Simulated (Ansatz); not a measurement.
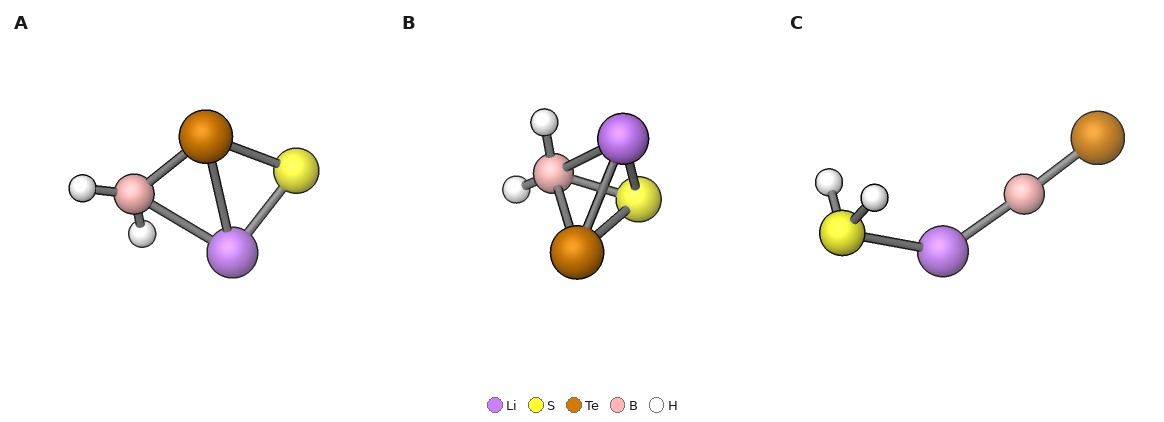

3 stationary structures of one formula. Geometries: PBE0-D4/def2-TZVP. Electronic energies: RHF-CCSD(T) (frozen core)/def2-TZVPP (Ansatz 0.2.0), without zero-point energy. No frequency run is at hand to confirm each as a minimum.

Rank them by energy, lowest first.

B is lowest (C1); A lies 74.8 kJ/mol above it (C1), C lies 240.3 kJ/mol above it.
